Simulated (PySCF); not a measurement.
# C2HClF2 (SMILES FC(F)=CCl) at BHLYP/6-31G(d) (spherical functions)

What is the energy change on altering one bond length of C2HClF2 at BHLYP/6-31G* (spherical functions)? The job is set up through a Python script.

Program for the calculation: PySCF 2.14.0.

3 further runs of the same task are left out: 3 set aside as unsound or not needed.

## 1. The structure to begin with

C2HClF2: 6 atoms, total charge 0, spin state singlet. As SMILES, `FC(F)=CCl`. The shape is that of a PBE0-D4/def2-TZVP optimisation.

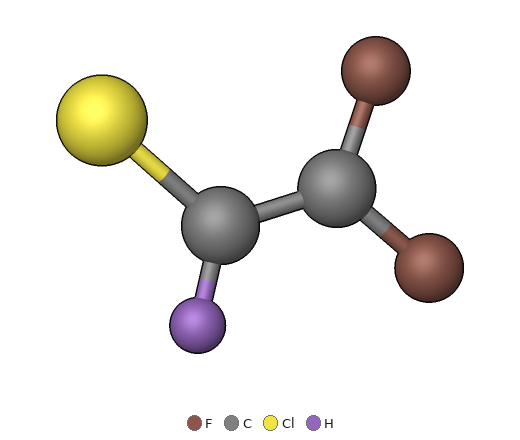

The structure, seen from a chosen angle (fluorine brown, carbon grey, chlorine yellow, hydrogen purple).

## 2. A single-point energy at BHLYP/6-31G(d) (spherical functions)

geometry.xyz

```xyz
6
C2HClF2
F      0.901010    -0.810380     1.342040
C      0.267650    -0.562200     0.220370
F      0.192510    -1.632620    -0.522730
C     -0.218360     0.626770    -0.086550
Cl    -1.039010     0.926430    -1.552100
H     -0.103800     1.452000     0.598970
```

calc.py

```python
# FC(F)=CCl
from pyscf import gto, dft

molecule = gto.M(
    atom='geometry.xyz',
    basis='6-31g*',
    max_memory=1860,
    spin=0,
    charge=0,
    verbose=3,
)

mf = dft.RKS(molecule, xc='bhandhlyp')
mf.grids.level = 5
mf.conv_tol = 1e-10
mf.kernel()
if not mf.converged:
    mf = mf.newton().run(mf.mo_coeff, mf.mo_occ)

e_tot = mf.e_tot
print(f'total energy: {e_tot:.8f} hartree')
```

Command:

```sh
$ OMP_NUM_THREADS=1 python calc.py
```

The log of the run:

```text
converged SCF energy = -736.509050749895
total energy: -736.50905075 hartree
```

It took 13 s on 1 thread of Intel Xeon at 2.70GHz, shared host; peak memory 0.39 GiB.

## 3. The distorted shape at the same level

input.py

```python
from pyscf import gto, dft

mol = gto.M(
    atom=[
    ('F', (0.973904, -0.988707, 1.388073)),
    ('C', (0.340544, -0.740527, 0.266403)),
    ('F', (0.265404, -1.810947, -0.476697)),
    ('C', (-0.218360, 0.626770, -0.086550)),
    ('Cl', (-1.039010, 0.926430, -1.552100)),
    ('H', (-0.103800, 1.452000, 0.598970)),
],
    spin=0,
    basis='6-31g*',
    verbose=3,
    max_memory=1860,
)

mf = dft.RKS(mol, xc='bhandhlyp')
mf.conv_tol = 1e-10
mf.grids.level = 5
mf.kernel()
if not mf.converged:
    mf = mf.newton().run(mf.mo_coeff, mf.mo_occ)

etot = mf.e_tot
print('E = %.10f Eh' % etot)
```

Command:

```sh
$ OMP_NUM_THREADS=1 python input.py
```

The log of the run:

```text
converged SCF energy = -736.472181992099
E = -736.4721819921 Eh
```

Run time: 15 s. Hardware: 1 thread of Intel Xeon at 2.70GHz, shared host; peak memory 0.39 GiB.

## 4. Summary of results

Level: BHLYP/6-31G* (spherical functions).

```
                                                         quantity          value
                                        first shape: total energy  -736.50905 Eh
                                       first shape: dipole moment         1.09 D
                                         first shape: HOMO energy       -8.39 eV
                                         first shape: LUMO energy        1.76 eV
                                       first shape: HOMO–LUMO gap       10.15 eV
                                    distorted shape: total energy  -736.47218 Eh
                                   distorted shape: dipole moment         1.02 D
                                     distorted shape: HOMO energy       -7.66 eV
                                     distorted shape: LUMO energy        0.59 eV
                                   distorted shape: HOMO–LUMO gap        8.25 eV
energy change with the C2–C4 bond stretched from 1.321 to 1.519 Å       1.003 eV
```

In words: With the C2–C4 bond stretched from 1.321 to 1.519 Å the energy rises by 1.00 eV (97 kJ/mol). The first shape isn't relaxed at this level, so the change isn't measured from a minimum.
